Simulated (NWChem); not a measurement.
# N2H3 (SMILES [NH]N) at 6 levels

Aim: a comparison of 6 runs (UHF/3-21G, UHF/def2-SVP, UHF/def2-TZVP, UB3LYP/6-31G*, U-r2SCAN/def2-SVP, UMP2/def2-TZVP) of N2H3. 

The results are computed with NWChem 7.3.0.

### 1 The system as given

The species is N2H3 (5 atoms), meant as a doublet with charge 0. As SMILES, `[NH]N`. Geometry: relaxed at PBE0-D4/def2-TZVP. This is one conformer, not always the lowest.

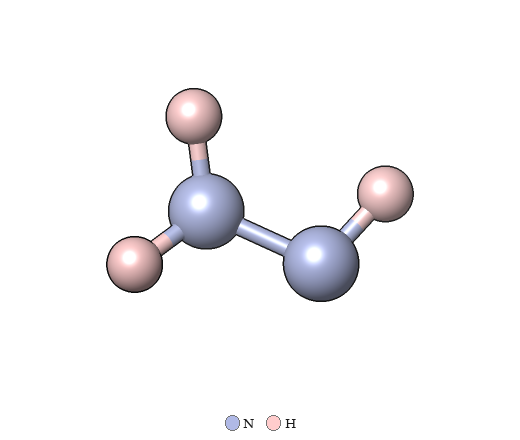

Viewed from a chosen angle; nitrogen light blue, hydrogen pink.

### 2 Energy and gradient at UHF/3-21G (run 1)

calc.nw reads:

```
start calc
title "H3N2 gradient"
memory total 2200 mb

geometry units au noautosym nocenter noautoz
N   -0.35451262  -1.54589046   0.85801125
N   -0.24313216   0.44523837  -0.69626959
H    1.43588950  -1.79797992   1.53307811
H   -1.94821315   1.11928478  -1.20948141
H    1.10994954   1.77932832  -0.48533836
end

basis "ao basis" spherical bse
N library 3-21G
H library 3-21G
end

scf
doublet
uhf
thresh 1e-08
maxiter 80
end

task scf gradient
```

Command:

```
$ nwchem calc.nw > calc.out
```

Log:

```text
[...]
  functions       =    24
[...]
  wavefunction    = UHF
[...]
         Total SCF energy =   -109.945962868390
      One electron energy =   -221.986211127141
      Two electron energy =     75.312253567091
 Nuclear repulsion energy =     36.727994691660
                       Sz =      0.5000
                 Sz(Sz+1) =      0.7500
                      S^2 =      0.7579
[...]
                         UHF ENERGY GRADIENTS
    atom               coordinates                        gradient
                 x          y          z           x          y          z
   1 N      -0.354513  -1.545890   0.858011   -0.002686   0.037941  -0.030235
   2 N      -0.243132   0.445238  -0.696270    0.004055  -0.053363   0.030206
   3 H       1.435890  -1.797980   1.533078    0.001229   0.003834  -0.001766
   4 H      -1.948213   1.119285  -1.209481   -0.008417   0.004320  -0.000419
   5 H       1.109950   1.779328  -0.485338    0.005819   0.007268   0.002214
[...]
```

Wall time 0.7 s (1 thread of Intel Xeon 6975P-C (Granite Rapids), shared host); peak memory 0.1 GiB.

### 3 Energy and gradient at UHF/def2-SVP (run 2)

h3n2.xyz reads:

```xyz
5
H3N2 hf
N     -0.187600    -0.818050     0.454040
N     -0.128660     0.235610    -0.368450
H      0.759840    -0.951450     0.811270
H     -1.030950     0.592300    -0.640030
H      0.587360     0.941580    -0.256830
```

run.py reads:

```python
from ase.io import read
from ase.calculators.nwchem import NWChem

system = read('h3n2.xyz')

calc = NWChem(
    label='h3n2',
    theory='scf',
    memory='2200 mb',
    basis='def2-SVP',
    basispar='spherical bse',
    scf={'nopen': '1', 'uhf': None, 'thresh': '1e-08', 'maxiter': '80'},
)
system.calc = calc

forces = system.get_forces()
print("Total energy (eV):", round(system.get_potential_energy(), 6))
print("forces (eV/A):")
for s, f in zip(system.symbols, forces):
    print(f"{s:2s} {f[0]:10.5f} {f[1]:10.5f} {f[2]:10.5f}")
```

Command:

```
$ export ASE_NWCHEM_COMMAND="nwchem PREFIX.nwi > PREFIX.nwo"
$ python run.py
```

Log:

```text
Total energy (eV): -3006.605558
forces (eV/A):
N     0.56245    0.18563    0.11668
N    -0.13745    0.23675   -0.22605
H    -0.43339   -0.00453   -0.11884
H     0.35769   -0.07230    0.14568
H    -0.34931   -0.34561    0.08258
```

The calculator wrote h3n2.nwi:

```
title "h3n2"

permanent_dir h3n2

scratch_dir h3n2

start h3n2

geometry units angstrom nocenter noautosym noautoz
  N  -1.8759999999999999e-01 -8.1805000000000005e-01 4.5404000000000000e-01
  N  -1.2866000000000000e-01 2.3561000000000001e-01 -3.6845000000000000e-01
  H  7.5983999999999996e-01 -9.5145000000000002e-01 8.1127000000000005e-01
  H  -1.0309500000000000e+00 5.9230000000000005e-01 -6.4002999999999999e-01
  H  5.8735999999999999e-01 9.4157999999999997e-01 -2.5683000000000000e-01
end

memory 2200 mb

basis spherical bse noprint
   * library def2-SVP
end

scf
  nopen 1
  uhf
  thresh 1e-08
  maxiter 80
end

task scf gradient
```

h3n2.nwo:

```text
Northwest Computational Chemistry Package (NWChem) 7.3.0
             --------------------------------------------------------

           Job information
           ---------------

    nwchem branch   = 7.3.0
    use scalapack   = T
    input           = h3n2.nwi
    prefix          = h3n2.
    data base       = h3n2/h3n2.db
    status          = startup
    nproc           =        1

           Memory information
           ------------------

    heap     =     72089596 doubles =      550.0 Mbytes
    stack    =     72089601 doubles =      550.0 Mbytes
    global   =    144179200 doubles =     1100.0 Mbytes (distinct from heap & stack)
    total    =    288358397 doubles =     2200.0 Mbytes
    verify   = yes
    hardfail = no

[... 36 lines left out ...]
            Nuclear Dipole moment (a.u.)
[... 76 lines left out ...]
 1-e energy   =    -221.183109
[... 7 lines left out ...]
         Quadratically convergent UHF
[... 15 lines left out ...]
       Final UHF  results
[... 3 lines left out ...]
      One electron energy =   -222.696145936424
[... 1 line left out ...]
 Nuclear repulsion energy =     36.727997344007
[... 31 lines left out ...]
          Final beta eigenvalues
[... 173 lines left out ...]
                     UHF Final Beta Molecular Orbital Analysis
[... 220 lines left out ...]
    atom               coordinates                        gradient
                 x          y          z           x          y          z
   1 N      -0.354513  -1.545890   0.858011   -0.010938  -0.003610  -0.002269
   2 N      -0.243132   0.445238  -0.696270    0.002673  -0.004604   0.004396
   3 H       1.435889  -1.797980   1.533078    0.008428   0.000088   0.002311
   4 H      -1.948213   1.119285  -1.209481   -0.006956   0.001406  -0.002833
   5 H       1.109949   1.779328  -0.485338    0.006793   0.006721  -0.001606

                 ----------------------------------------
                 |  Time  |  1-e(secs)   |  2-e(secs)   |
                 ----------------------------------------
                 |  CPU   |       0.00   |       0.10   |
                 ----------------------------------------
                 |  WALL  |       0.00   |       0.10   |
                 ----------------------------------------

 Task  times  cpu:        1.3s     wall:        1.3s
 Total times  cpu:        1.3s     wall:        1.3s
```

It took 2.2 s on 1 thread of Intel Xeon 6975P-C (Granite Rapids), shared host; peak memory 0.1 GiB.

Run 3 isn't shown in full; the table further down has it.

### 4 Energy and gradient at UB3LYP/6-31G(d) (Cartesian functions) (run 4)

h3n2.nw reads:

```
start h3n2
title "H3N2 gradient"
memory 2200 mb

geometry noautosym nocenter noautoz
N     -0.187600    -0.818050     0.454040
N     -0.128660     0.235610    -0.368450
H      0.759840    -0.951450     0.811270
H     -1.030950     0.592300    -0.640030
H      0.587360     0.941580    -0.256830
end

basis "ao basis" cartesian
* library 6-31G*
end

dft
xc b3lyp
mult 2
grid xfine
convergence energy 1e-08
maxiter 100
mulliken
print low
end

task dft gradient
```

Command:

```
$ nwchem h3n2.nw > h3n2.out
```

Log:

```text
[...]
 d= 0,ls=0.0,diis     1   -111.1868758764 -1.48D+02  9.72D-03  8.18D-02     0.9
[...]
 d= 0,ls=0.0,diis    11   -111.2228331395 -5.82D-09  5.19D-07  3.19D-10     8.5
[...]
         Total DFT energy =     -111.222833139536
      One electron energy =     -223.005948022630
           Coulomb energy =       89.967237272932
    Exchange-Corr. energy =      -14.912119733844
 Nuclear repulsion energy =       36.727997344007
[...]
      Total Density - Mulliken Population Analysis
     ---------------------------------------------
    Atom       Charge   Shell Charges
 -----------   ------   -------------------------------------------------------
    1 N    7     7.41   1.99  0.84  2.32  0.98  1.27  0.01
    2 N    7     7.53   1.99  0.78  2.53  0.76  1.41  0.05
    3 H    1     0.72   0.52  0.19
    4 H    1     0.66   0.51  0.15
    5 H    1     0.68   0.51  0.17
[...]
      <S2> =      0.7532 (Exact =     0.7500)
                         DFT ENERGY GRADIENTS
    atom               coordinates                        gradient
                 x          y          z           x          y          z
   1 N      -0.354513  -1.545890   0.858011    0.007986   0.011695  -0.008217
   2 N      -0.243132   0.445238  -0.696270   -0.004239  -0.004006   0.009290
   3 H       1.435889  -1.797980   1.533078   -0.005277   0.000056  -0.001015
   4 H      -1.948213   1.119285  -1.209481    0.004045  -0.002287   0.000357
   5 H       1.109949   1.779328  -0.485338   -0.002516  -0.005458  -0.000415
 Task  times  cpu:        9.5s     wall:        9.5s
 Total times  cpu:        9.5s     wall:        9.5s
```

Run time: 10 s. Hardware: 1 thread of Intel Xeon 6975P-C (Granite Rapids), shared host; peak memory 0.13 GiB.

Run 5 isn't shown in full; the table further down has it.

### 5 Energy and gradient at UMP2/def2-TZVP (run 6)

h3n2.xyz: that of step 3 with these lines changed.

```diff
@@ -1,3 +1,3 @@
 5
-H3N2 hf
+H3N2 gradient
 N     -0.187600    -0.818050     0.454040
```

h3n2.nw reads:

```
start h3n2
title "H3N2 gradient"
memory stack 880 mb heap 220 mb global 1100 mb

geometry noautosym nocenter noautoz
load h3n2.xyz
end

basis spherical bse
* library def2-TZVP
end

scf
doublet
uhf
thresh 1e-08
maxiter 80
print low
end

mp2
freeze core 2
tight
end

task mp2 gradient
```

Command:

```
$ nwchem h3n2.nw > h3n2.out
```

Log:

```text
[...]
  functions       =    80
[...]
  wavefunction    = UHF
[...]
         Total SCF energy =   -110.623727635722
      One electron energy =   -222.823690342646
      Two electron energy =     75.471965362918
 Nuclear repulsion energy =     36.727997344007
                       Sz =      0.5000
                 Sz(Sz+1) =      0.7500
                      S^2 =      0.7657
[...]
          Total MP2 energy          -111.013421881570
[...]
                         mp2 ENERGY GRADIENTS
    atom               coordinates                        gradient
                 x          y          z           x          y          z
   1 N      -0.354513  -1.545890   0.858011    0.000133   0.001607  -0.000897
   2 N      -0.243132   0.445238  -0.696270   -0.000473  -0.002146   0.000316
   3 H       1.435889  -1.797980   1.533078    0.000461  -0.000781   0.000551
   4 H      -1.948213   1.119285  -1.209481    0.000352   0.000650   0.000037
   5 H       1.109949   1.779328  -0.485338   -0.000473   0.000670  -0.000007
[...]
```

It took 23 s on 1 thread of Intel Xeon 6975P-C (Granite Rapids), shared host; peak memory 0.2 GiB.

### 6 Overview of the runs

```
run                                level  Cartesian functions  iteration cap  energy (Eh)  dipole moment (D)  HOMO energy (eV)  LUMO energy (eV)  wall time
  1                            UHF/3-21G                   no             80  -109.945963               2.63             -9.29              5.91      0.7 s
  2                         UHF/def2-SVP                   no             80  -110.490717               2.47             -9.59              4.72      2.2 s
  3                        UHF/def2-TZVP                   no             80  -110.623728               2.45             -9.72              3.50       11 s
  4  UB3LYP/6-31G* (Cartesian functions)                  yes            100  -111.222833                  –                 –                 –       10 s
  5                    U-r2SCAN/def2-SVP                   no            100  -111.079346               2.63             -3.86             -1.05       17 s
  6                       UMP2/def2-TZVP                   no             80  -111.013422               2.73                 –                 –       23 s
```

### 7 Results

| quantity | value |
| --- | --- |
| run 6: total energy | -111.01342 Eh |
| run 6: dipole moment (of the density that the program reports) | 2.73 D |
| run 6: correlation energy (2 core orbitals frozen) | -389.7 mEh |
| run 6: ⟨S²⟩ of the reference determinant | 0.766 |
| run 6: largest force on an atom | 0.114 eV/Å |

In words: Over runs 1, 2, 3, 5, 6 the dipole moment (its size) runs from 2.45 D (UHF/def2-TZVP) to 2.73 D (UMP2/def2-TZVP). Totals of different functionals can't be ranked against each other. All runs together took 64 s, the longest 23 s.
